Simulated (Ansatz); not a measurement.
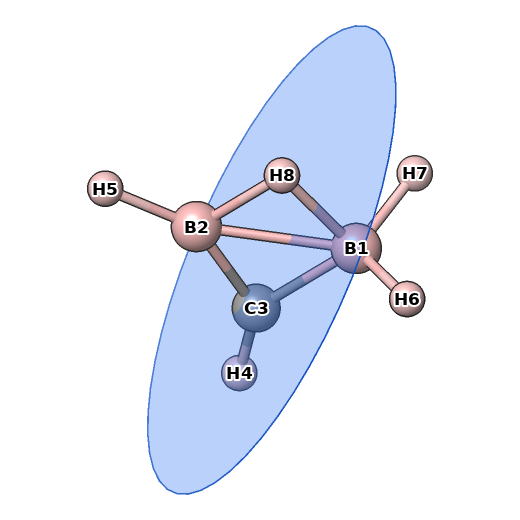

A disc through the centre of mass is drawn in. Depth is shown by fading: the farther an atom, the more it takes the colour of the background. Charge 0, doublet. The computed structure is the end point of a PBE0-D4/def2-TZVP optimisation. No frequency run is at hand to confirm it as a minimum.

> Is the plane of the disc a mirror plane of the structure?

No. The point group is Cs, with 1 mirror plane, and this plane isn't one of its mirror planes.
